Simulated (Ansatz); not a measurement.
# AlH3 (SMILES [AlH3]): PBE0/6-31G(d) (spherical functions)

What is the energy change on altering one bond length of AlH3 at PBE0/6-31G* (spherical functions)? 

The results are computed with Ansatz 0.2.0.

74 further runs of the same task are left out: 3 that didn't finish, 71 set aside as unsound or not needed.

### Step 1. The system as given

AlH3: 4 atoms, total charge 0, spin state singlet. SMILES: `[AlH3]`. The shape is that of a PBE0-D4/def2-TZVP optimisation.

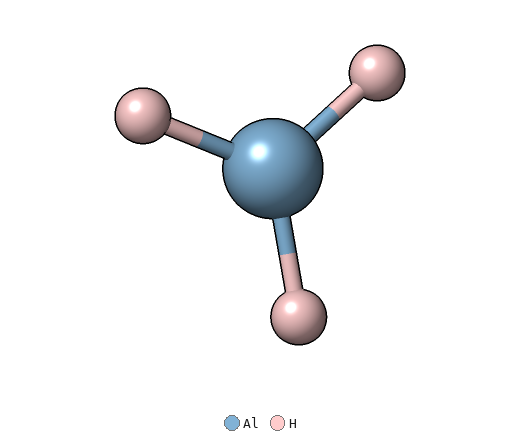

Viewed from a chosen angle; aluminium light blue, hydrogen pink.

### Step 2. A single-point energy at PBE0/6-31G(d) (spherical functions)

The input, run.yaml:

```yaml
crystal:
  periodic: [false, false, false]
  atoms:
    - {symbol: Al, position_ang: [0.013700, -0.014800, -0.005100]}
    - {symbol: H, position_ang: [0.633200, 0.670900, 1.283600]}
    - {symbol: H, position_ang: [-1.340800, -0.832000, 0.105100]}
    - {symbol: H, position_ang: [0.749400, 0.115700, -1.403900]}
basis:
  gaussian:
    orbitals: 6-31G_st_-spherical.json
accuracy: high
hamiltonian:
  xc: pbe0
```

The basis set 6-31G* is read from a file made from the Basis Set Exchange's data (not shown).

Run with:

```
ansatz run run.yaml --threads 1 --pin off --max-ram 2610MiB --events-out events.jsonl --progress --plain --runs-dir runs
```

What it wrote:

```text
Warning: RAYON_NUM_THREADS=1 ignored (pool sized by the plan → 1); use --threads N
Functional definition: PBE0
  name "PBE0"
  parameter a = 0.25
  parameter kappa = 0.804
  parameter beta = 0.06672455060314922
  exchange = (1 - a)*pbe_x(kappa = kappa, mu = beta*pi^2/3) + a*exact_x
  correlation = pbe_c(beta = beta)
453 factors; integrals over basis functions are off by at most 3.6e-9 eV
mean field evaluation 1: about -6640.7413 eV, gradient 8.1e0 eV
mean field evaluation 2: about -6640.9893 eV, gradient 2.0e0 eV
mean field evaluation 4: about -6641.0047 eV, gradient 2.5e-1 eV
mean field evaluation 8: about -6641.0050 eV, gradient 7.0e-4 eV
mean field -6641.00500681 eV, -244.0524325654 hartree, gradient 6.1e-9 eV, S^2 0.000000; 0 other end points of the search recorded, 0 dependent functions left out
reference -6641.00500976 eV, -244.0524326737 hartree; 8, 8 occupied and 16, 16 virtual orbitals, 453 factors
Total energy: -6641.00500976 eV, -244.0524326737 hartree
```

It took 0.72 s on 1 thread of Arm Neoverse V2, shared host.

### Step 3. The distorted shape at the same level

The input, input.yaml:

```yaml
crystal:
  periodic: [false, false, false]
  atoms:
    - {symbol: Al, position_ang: [0.352327, 0.189501, -0.032650]}
    - {symbol: H, position_ang: [0.971827, 0.875201, 1.256050]}
    - {symbol: H, position_ang: [-1.340800, -0.832000, 0.105100]}
    - {symbol: H, position_ang: [1.088027, 0.320001, -1.431450]}
basis:
  gaussian: {orbitals: 6-31G_st_-spherical.json}
hamiltonian: {xc: {name: PBE0}}
accuracy: high
```

The basis set 6-31G* is read from a file made from the Basis Set Exchange's data (not shown).

Run with:

```
ansatz run input.yaml --threads 1 --pin off --max-ram 2610MiB --events-out events.jsonl --progress --plain --runs-dir runs
```

What it wrote, cut to the lines that bear on the results:

```text
Warning: RAYON_NUM_THREADS=1 ignored (pool sized by the plan → 1); use --threads N
[... 7 set-up lines as earlier in the session ...]
453 factors; integrals over basis functions are off by at most 3.6e-9 eV
mean field evaluation 1: about -6640.0971 eV, gradient 8.0e0 eV
mean field evaluation 2: about -6640.3286 eV, gradient 2.9e0 eV
mean field evaluation 4: about -6640.3703 eV, gradient 6.6e-2 eV
mean field evaluation 8: about -6640.3696 eV, gradient 6.1e-4 eV
mean field -6640.36960177 eV, -244.0290818609 hartree, gradient 3.2e-8 eV, S^2 0.000000; 0 other end points of the search recorded, 0 dependent functions left out
reference -6640.36960467 eV, -244.0290819675 hartree; 8, 8 occupied and 16, 16 virtual orbitals, 453 factors
Total energy: -6640.36960467 eV, -244.0290819675 hartree
```

Wall time 0.72 s (1 thread of Arm Neoverse V2, shared host).

### Step 4. What came out

Level: PBE0/6-31G* (spherical functions).

| quantity | value |
| --- | --- |
| first shape: total energy | -244.05243 Eh |
| distorted shape: total energy | -244.02908 Eh |
| energy change with the Al1–H3 bond stretched from 1.586 to 1.982 Å | 0.635 eV |

In words: With the Al1–H3 bond stretched from 1.586 to 1.982 Å the energy rises by 0.64 eV (14.7 kcal/mol). The first shape isn't relaxed at this level, so the change isn't measured from a minimum.
